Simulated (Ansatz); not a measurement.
Run report: TaNH3ClF4, geometry relaxation (part 1 of 2)

TaNH3ClF4, computed with RKS PBE/def2-SVP (Ansatz 0.2.0).

The input holds or restrains some coordinates. It belongs to a series of runs on one base structure; here: pulled along the bonds that form and break, towards end A. Figures and captions count atoms from 1; the log counts them from 0 in places.

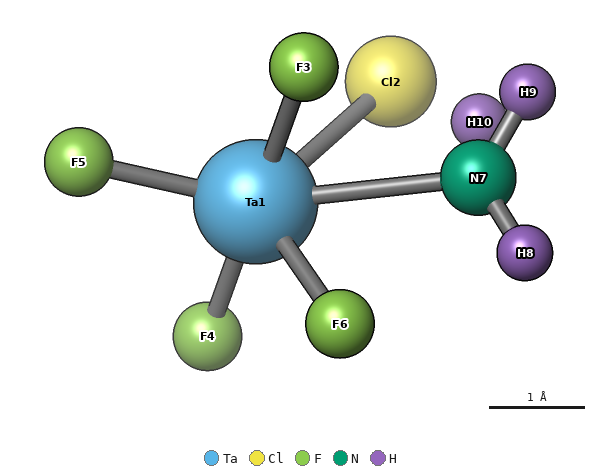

**Figure 1.** The structure as given in the input (ball-and-stick view, seen at a tilt; atoms are numbered from 1 in the order of the input). Sticks mark near contacts.

Key numbers:

- outcome: converged under the restraints of the input
- total energy: −26460.3353 eV
- mean-field energy: −26460.3353 eV
- largest force (length of the vector) at the end, held atoms and coordinates included: 1.191 eV/Å
- hardware: 4 threads of Arm Neoverse V1, 24 GiB of memory available, shared host
- wall time: 36 s (CPU time 2.2 min)
- peak memory: 0.21 GiB

The input:
```yaml
crystal:
  periodic: [false, false, false]
  atoms:
    - { symbol: Ta, position_ang: [0.0, 0.0, 0.0] }
    - { symbol: Cl, position_ang: [2.82, 0.0, 0.0] }
    - { symbol: F, position_ang: [0.0, 0.0, 1.93] }
    - { symbol: F, position_ang: [0.0, 0.0, -1.93] }
    - { symbol: F, position_ang: [-0.965, 1.6714, 0.0] }
    - { symbol: F, position_ang: [-0.965, -1.6714, 0.0] }
    - { symbol: "N", position_ang: [0.7757, -1.9759, 1.2433] }
    - { symbol: H, position_ang: [0.2944, -2.9105, 1.1069] }
    - { symbol: H, position_ang: [1.5912, -1.8927, 1.9153] }
    - { symbol: H, position_ang: [2.0207, -1.35, 0.8494] }
basis:
  gaussian: { orbitals: def2-SVP }
hamiltonian:
  xc: pbe
relax:
  f_tol: 0.15
  max_steps: 25
  restrain:
    - { distance: [0, 6], at: 3.36, k: 30.0 }
    - { distance: [9, 1], at: 2.57, k: 30.0 }
    - { distance: [0, 1], at: 2.47, k: 30.0 }
    - { distance: [9, 6], at: 1.06, k: 30.0 }
output:
  orbitals: {}
```

Launch command:
```bash
ansatz run input.yaml --threads 4 --pin off --max-ram 5120MiB --backend cpu --events-out ev --progress --plain --runs-dir out
```

The program's output:
```
The last accepted step is kept in [file] (removed where the run ends without a failure and the disk answers)
Engine: ansatz 0.2.0, aarch64-unknown-linux-gnu
Functional definition: PBE
  parameter kappa = 0.804
  parameter beta = 0.06672455060314922
  exchange = pbe_x(kappa = kappa, mu = beta*pi^2/3)
  correlation = pbe_c(beta = beta)
1437 factors; their error is unknown
mean field evaluation 1: about -26438.2718 eV, gradient 9.5e1 eV
mean field evaluation 2: about -26065.5905 eV, gradient 3.8e2 eV
mean field evaluation 4: about -26451.1271 eV, gradient 5.4e1 eV
mean field evaluation 8: about -26456.0511 eV, gradient 1.6e0 eV
mean field evaluation 16: about -26455.9676 eV, gradient 5.0e-3 eV
mean field -26455.96763704 eV, -972.2388781623 hartree, gradient 6.0e-5 eV, S^2 0.000000; 1 other end points of the search recorded, 0 dependent functions left out
the calculation of the forces begins
reference -26455.96770074 eV, -972.2388805032 hartree; 38, 38 occupied and 97, 97 virtual orbitals, 1437 factors
relax step   1: F+E_penalty+E_count = -26455.96763704 eV  Δ(F+E_penalty+E_count) = +0.000e0 eV  max|allowed force component| = 4.301e0 eV/Å  E_restraint = 25.51169386 eV  max|allowed force component, restraints' pulls added| = 2.437e1 eV/Å  Δτ_max = 0.0000 Å  (52 SCF iters, accepted)
  distance Ta 0 - N 6 = 2.4600 Å
  distance H 9 - Cl 1 = 1.7841 Å
  distance Ta 0 - Cl 1 = 2.8200 Å
  distance H 9 - N 6 = 1.4481 Å
these checks for a lower state are left out or cut short: starts, cluster_reference, orbital_swaps, neighbouring_geometries, increment
1437 factors; their error is unknown
mean field evaluation 32: about -26456.5131 eV, gradient 3.4e-3 eV
mean field -26456.42779094 eV, -972.2557885062 hartree, gradient 1.4e-5 eV, S^2 0.000000; 0 other end points of the search recorded, 0 dependent functions left out
[... from here on the field's lines of each further geometry are left out, up to the last ...]
relax step   2: F+E_penalty+E_count = -26456.42779094 eV  Δ(F+E_penalty+E_count) = -4.602e-1 eV  max|allowed force component| = 4.747e0 eV/Å  E_restraint = 11.44233446 eV  max|allowed force component, restraints' pulls added| = 1.629e1 eV/Å  Δτ_max = 0.1996 Å  (44 SCF iters, accepted)
relax step   3: F+E_penalty+E_count = -26457.29354052 eV  Δ(F+E_penalty+E_count) = -8.657e-1 eV  max|allowed force component| = 5.739e0 eV/Å  E_restraint = 3.61891720 eV  max|allowed force component, restraints' pulls added| = 7.811e0 eV/Å  Δτ_max = 0.1945 Å  (38 SCF iters, accepted)
relax step   4: F+E_penalty+E_count = -26458.69168476 eV  Δ(F+E_penalty+E_count) = -1.398e0 eV  max|allowed force component| = 4.420e0 eV/Å  E_restraint = 0.63489741 eV  max|allowed force component, restraints' pulls added| = 3.790e0 eV/Å  Δτ_max = 0.1948 Å  (40 SCF iters, accepted)
relax step   5: F+E_penalty+E_count = -26459.78861740 eV  Δ(F+E_penalty+E_count) = -1.097e0 eV  max|allowed force component| = 1.547e0 eV/Å  E_restraint = 0.05421407 eV  max|allowed force component, restraints' pulls added| = 1.711e0 eV/Å  Δτ_max = 0.1955 Å  (36 SCF iters, accepted)
relax step   6: F+E_penalty+E_count = -26460.13559407 eV  Δ(F+E_penalty+E_count) = -3.470e-1 eV  max|allowed force component| = 1.440e0 eV/Å  E_restraint = 0.03603700 eV  max|allowed force component, restraints' pulls added| = 8.052e-1 eV/Å  Δτ_max = 0.2000 Å  (37 SCF iters, accepted)
relax step   7: F+E_penalty+E_count = -26460.24556283 eV  Δ(F+E_penalty+E_count) = -1.100e-1 eV  max|allowed force component| = 1.265e0 eV/Å  E_restraint = 0.03751032 eV  max|allowed force component, restraints' pulls added| = 3.509e-1 eV/Å  Δτ_max = 0.2000 Å  (38 SCF iters, accepted)
relax step   8: F+E_penalty+E_count = -26460.27948110 eV  Δ(F+E_penalty+E_count) = -3.392e-2 eV  max|allowed force component| = 1.221e0 eV/Å  E_restraint = 0.03351148 eV  max|allowed force component, restraints' pulls added| = 1.551e-1 eV/Å  Δτ_max = 0.2000 Å  (38 SCF iters, accepted)
relax step   9: F+E_penalty+E_count = -26460.28979792 eV  Δ(F+E_penalty+E_count) = -1.032e-2 eV  max|allowed force component| = 1.203e0 eV/Å  E_restraint = 0.02619284 eV  max|allowed force component, restraints' pulls added| = 5.657e-1 eV/Å  Δτ_max = 0.1999 Å  (37 SCF iters, accepted)
relax step  10: F+E_penalty+E_count = -26460.30329733 eV  Δ(F+E_penalty+E_count) = -1.350e-2 eV  max|allowed force component| = 1.142e0 eV/Å  E_restraint = 0.02870139 eV  max|allowed force component, restraints' pulls added| = 3.187e-1 eV/Å  Δτ_max = 0.0861 Å  (30 SCF iters, accepted)
relax step  11: F+E_penalty+E_count = -26460.32484794 eV  Δ(F+E_penalty+E_count) = -2.155e-2 eV  max|allowed force component| = 1.295e0 eV/Å  E_restraint = 0.02796962 eV  max|allowed force component, restraints' pulls added| = 9.320e-2 eV/Å  Δτ_max = 0.1884 Å  (38 SCF iters, accepted)
relax step  12: F+E_penalty+E_count = -26460.32070573 eV  Δ(F+E_penalty+E_count) = +4.142e-3 eV  max|allowed force component| = 1.212e0 eV/Å  E_restraint = 0.02007060 eV  max|allowed force component, restraints' pulls added| = 4.005e-1 eV/Å  Δτ_max = 0.1958 Å  (37 SCF iters, accepted)
the calculation of the forces begins
reference -26460.33528101 eV, -972.3993861176 hartree; 38, 38 occupied and 97, 97 virtual orbitals, 1437 factors
relax step  13: F+E_penalty+E_count = -26460.33521427 eV  Δ(F+E_penalty+E_count) = -1.451e-2 eV  max|allowed force component| = 1.185e0 eV/Å  E_restraint = 0.02557639 eV  max|allowed force component, restraints' pulls added| = 3.073e-2 eV/Å  Δτ_max = 0.0771 Å  (32 SCF iters, accepted)
  distance Ta 0 - N 6 = 3.3484 Å
  distance H 9 - Cl 1 = 2.5741 Å
  distance Ta 0 - Cl 1 = 2.4356 Å
  distance H 9 - N 6 = 1.0406 Å
1437 factors; their error is unknown
mean field evaluation 128: about -26456.6013 eV, gradient 4.3e1 eV
```

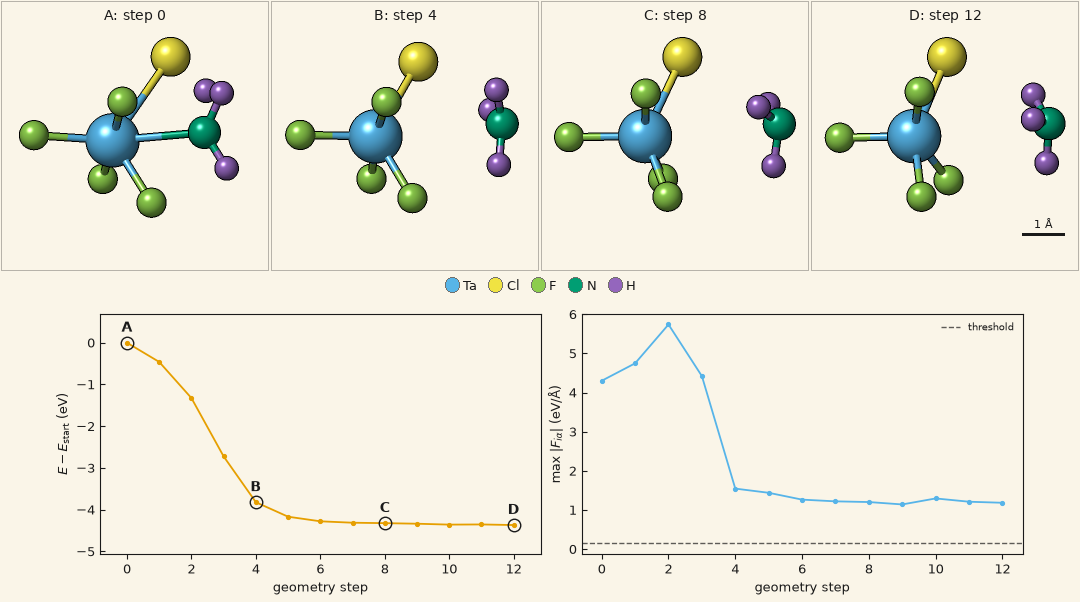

**Figure 2.** Frames of the restrained relaxation (ball-and-stick view, seen at a tilt) above the curves, on which the letters mark them (the first geometry is step 0 here and step 1 in the log).

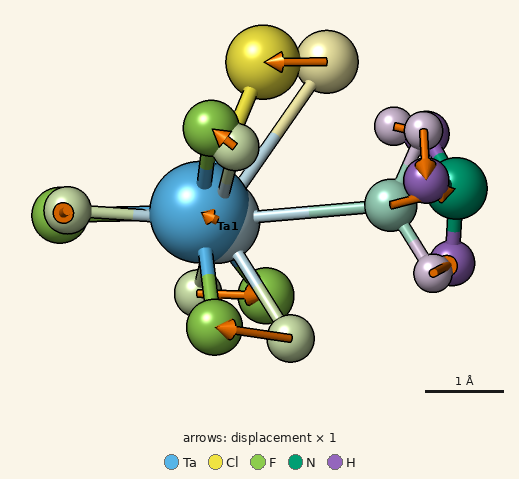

**Figure 3.** Start (faint) and end (solid) with the displacements as orange arrows, at true length (ball-and-stick view, seen at a tilt). The two geometries are laid on each other by the best rigid fit. After 12 geometry steps the energy has fallen by 4.368 eV. The largest force component goes from 4.3 to 1.2 eV/Å. The largest move after the best rigid fit is that of F6, 1.13 Å. By element the largest moves are F 1.13 Å, H 0.98 Å, N 0.93 Å, Cl 0.84 Å, Ta 0.25 Å. Among the contacts that change: Ta1–N7 2.460 → 3.348 Å, N7–H10 1.448 → 1.041 Å, Ta1–Cl2 2.820 → 2.436 Å, Ta1–F5 1.930 → 1.857 Å. New bonds form: N7–H10 (1.45 → 1.04 Å). Bonds break: Ta1–N7 (2.46 → 3.35 Å). Among the angles that change: Cl2–Ta1–F6 120.0° → 154.9°, F3–Ta1–F4 180.0° → 149.2°, F5–Ta1–F6 120.0° → 102.4°. (Atoms are counted from 1 in the order of the input.)

```
mean field -26460.33521427 eV, -972.3993836649 hartree, gradient 1.4e-5 eV, S^2 0.000000; 1 other end points of the search recorded, 0 dependent functions left out
the calculation of the forces begins
reference -26460.33528101 eV, -972.3993861176 hartree; 38, 38 occupied and 97, 97 virtual orbitals, 1437 factors
Total energy: -26460.33528101 eV, -972.3993861176 hartree
Atom 0 at    -0.067967     0.215265     0.107354 Å, force     1.184836    -0.098558     0.067369 eV/Å
Atom 1 at     2.329961     0.634028     0.023992 Å, force    -0.986634    -0.060369    -0.009719 eV/Å
Atom 2 at     0.064659     0.417198     1.978237 Å, force    -0.008367    -0.018740     0.016749 eV/Å
Atom 3 at     0.168004    -0.856482    -1.427021 Å, force    -0.007840    -0.022147     0.004288 eV/Å
Atom 4 at    -0.784439     1.811866    -0.512548 Å, force     0.000109     0.008144    -0.001451 eV/Å
Atom 5 at    -1.610755    -0.814783     0.445832 Å, force     0.006824    -0.009006     0.003806 eV/Å
Atom 6 at     1.488232    -2.545687     1.187803 Å, force     0.184412     0.742222    -0.299334 eV/Å
Atom 7 at     0.924115    -2.917401     0.419630 Å, force     0.002063    -0.003220    -0.004674 eV/Å
Atom 8 at     0.931544    -2.289641     2.006848 Å, force    -0.004369     0.001107     0.008686 eV/Å
Atom 9 at     2.128648    -1.783464     0.884774 Å, force    -0.371035    -0.539433     0.214281 eV/Å
Dipole moment:    -0.178983    -0.002658    -0.002666 e Å
```

Trajectory as extended XYZ (Å, eV, eV/Å), 13 frames, from step=1 to step=13:
```
10
Properties=species:S:1:pos:R:3:forces:R:3 step=1 energy=-26455.96764
Ta    0.0000    0.0000    0.0000    0.7868  -3.3855   1.9041
Cl    2.8200    0.0000    0.0000   -2.0425   0.0362   0.2464
F     0.0000    0.0000    1.9300   -0.8862   2.9511  -0.3636
F     0.0000    0.0000   -1.9300    0.2894  -0.0075   0.9980
F    -0.9650    1.6714    0.0000    0.7368  -1.3553   0.1477
F    -0.9650   -1.6714    0.0000   -1.6970   2.3242  -1.6970
N     0.7757   -1.9759    1.2433    4.3012   1.2931  -0.6694
H     0.2944   -2.9105    1.1069    1.7543   0.6116  -0.2791
H     1.5912   -1.8927    1.9153   -1.7308  -0.9705   1.3667
H     2.0207   -1.3500    0.8494   -1.5121  -1.4974  -1.6539
10
Properties=species:S:1:pos:R:3:forces:R:3 step=2 energy=-26456.42779
Ta    0.0313    0.0992   -0.0590    1.1159  -4.7470   3.8311
Cl    2.7691    0.1184   -0.0715   -2.3869   0.2585   0.0279
F    -0.0074    0.0332    1.9114   -0.5229   2.0424  -1.4770
F     0.0039    0.0028   -1.9354    0.1449   0.0707  -0.2205
F    -0.9659    1.6746    0.0002    0.1331  -0.0542  -0.1224
F    -0.9683   -1.6274   -0.0169   -0.2359   2.9699  -1.2678
N     0.8834   -2.0862    1.3020    3.1448   3.3491  -2.2301
H     0.3156   -2.9283    1.1086    1.5873  -0.1068  -0.2183
H     1.6042   -1.9146    1.9632   -0.4754  -1.4381   4.1283
H     1.9061   -1.5008    0.9123   -2.5048  -2.3445  -2.4512
```
